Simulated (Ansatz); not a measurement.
# PH2 (SMILES [PH2]) at U-wB97X/cc-pVTZ

Aim: the vertical doublet–quartet gap of PH2 at U-wB97X/cc-pVTZ, from 2 runs. 

The calculation is run with Ansatz 0.2.0.

## Step 1: Starting point

The species is PH2 (3 atoms), meant as a doublet with charge 0. SMILES: `[PH2]`. The shape is that of a PBE0-D4/def2-TZVP optimisation.

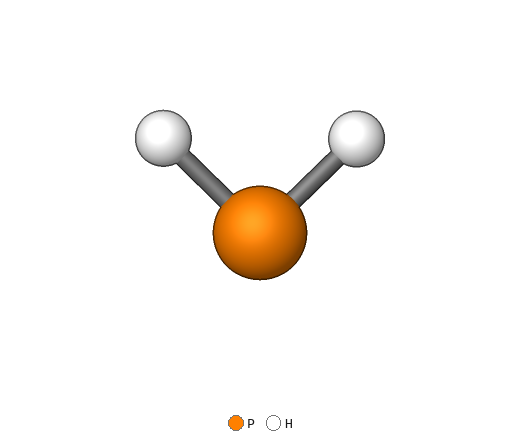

Viewed from a chosen angle; phosphorus orange, hydrogen white.

## Step 2: The energy at U-wB97X/cc-pVTZ

The input, molecule.yaml:

```yaml
crystal:
  periodic: [false, false, false]
  atoms:
    - symbol: P
      position_ang: [0.525730, -0.309370, 0.258210]
    - symbol: H
      position_ang: [0.114640, 1.051490, 0.176750]
    - symbol: H
      position_ang: [-0.640370, -0.742120, -0.434970]
basis:
  gaussian:
    orbitals: cc-pVTZ
magnetization:
  spin_polarized: true
  initial_magnetization: 1
hamiltonian:
  xc: {name: wB97X}
accuracy: high
output: {orbitals: {seedname: orbitals}}
```

Command:

```
$ ansatz run molecule.yaml --threads 1 --pin off --max-ram 3480MiB --events-out events.jsonl --progress --plain --runs-dir runs
```

The program printed:

```text
Warning: RAYON_NUM_THREADS=1 ignored (pool sized by the plan → 1); use --threads N
Functional definition: wB97X
  name "wB97X"
  parameter omega = 0.3/bohr
  parameter cx = 0.157706
  parameter cx1 = 0.726479
  parameter cx2 = 1.04760
  parameter cx3 = -5.70635
  parameter cx4 = 13.2794
  parameter css1 = -4.33879
  parameter css2 = 18.2308
  parameter css3 = -31.7430
  parameter css4 = 17.2901
  parameter cos1 = 2.37031
  parameter cos2 = -11.3995
  parameter cos3 = 6.58405
  parameter cos4 = -3.78132
  exchange = spin_sum(e_x_unif_sr(omega)*poly(b97_u_x, 1 - cx, cx1, cx2, cx3, cx4)) + cx*exact_x_sr(omega)
      + exact_x_lr(omega)
  correlation = spin_sum(e_c_pw_same_spin*poly(b97_u_same, 1, css1, css2, css3, css4))
      + integral(e_c_pw_opposite_spin*poly(b97_u_opposite, 1, cos1, cos2, cos3, cos4))
954 factors; integrals over basis functions are off by at most 3.7e-9 eV
201 factors; integrals over basis functions are off by at most 2.3e-9 eV
mean field evaluation 1: about -9319.9827 eV, gradient 4.0e0 eV
mean field evaluation 2: about -9320.1270 eV, gradient 1.3e0 eV
mean field evaluation 4: about -9320.1578 eV, gradient 5.1e-1 eV
mean field evaluation 8: about -9320.1601 eV, gradient 7.6e-3 eV
mean field evaluation 16: about -9320.1601 eV, gradient 1.0e-5 eV
mean field -9320.16010935 eV, -342.5095665871 hartree, gradient 4.3e-8 eV, S^2 0.755463; 0 other end points of the search recorded, 0 dependent functions left out
reference -9320.16010758 eV, -342.5095665222 hartree; 9, 8 occupied and 53, 54 virtual orbitals, 954 factors
Total energy: -9320.16010758 eV, -342.5095665222 hartree
```

It took 12 s on 1 thread of Arm Neoverse V1, shared host; peak memory 0.29 GiB.

## Step 3: The quartet, same level

The input, in.yaml:

```yaml
crystal:
  periodic: [false, false, false]
  atoms:
    - {symbol: P, position_ang: [0.525730, -0.309370, 0.258210]}
    - {symbol: H, position_ang: [0.114640, 1.051490, 0.176750]}
    - {symbol: H, position_ang: [-0.640370, -0.742120, -0.434970]}
basis:
  gaussian:
    orbitals: cc-pVTZ
magnetization:
  spin_polarized: true
  initial_magnetization: 3
hamiltonian:
  xc: {name: wB97X}
accuracy: high
output:
  orbitals: {seedname: orbitals}
```

Command:

```
$ ansatz run in.yaml --threads 1 --pin off --max-ram 3480MiB --events-out events.jsonl --progress --plain --runs-dir runs
```

The program printed, shortened:

```text
Warning: RAYON_NUM_THREADS=1 ignored (pool sized by the plan → 1); use --threads N
[... 2 set-up lines as earlier in the session ...]
[...]
      + exact_x_lr(omega)
[...]
      + integral(e_c_pw_opposite_spin*poly(b97_u_opposite, 1, cos1, cos2, cos3, cos4))
954 factors; integrals over basis functions are off by at most 3.7e-9 eV
201 factors; integrals over basis functions are off by at most 2.3e-9 eV
[...]
mean field -9313.75969727 eV, -342.2743557815 hartree, gradient 5.6e-8 eV, S^2 3.753683; 1 other end points of the search recorded, 0 dependent functions left out
reference -9313.75969678 eV, -342.2743557637 hartree; 10, 7 occupied and 52, 55 virtual orbitals, 954 factors
Total energy: -9313.75969678 eV, -342.2743557637 hartree
```

It took 13 s on 1 thread of Arm Neoverse V1, shared host; peak memory 0.29 GiB.

## Step 4: Results

Level: U-wB97X/cc-pVTZ.

```
                                        quantity          value
                           doublet: total energy  -342.50957 Eh
     doublet: HOMO energy (highest over α and β)       -9.48 eV
      doublet: LUMO energy (lowest over α and β)       -1.22 eV
                                   doublet: ⟨S²⟩          0.755
                           quartet: total energy  -342.27436 Eh
     quartet: HOMO energy (highest over α and β)       -4.38 eV
      quartet: LUMO energy (lowest over α and β)       -3.90 eV
                                   quartet: ⟨S²⟩          3.754
vertical energy of the quartet above the doublet       6.400 eV
```

**Reading.** At this shape the quartet lies 6.40 eV (618 kJ/mol) above the doublet.
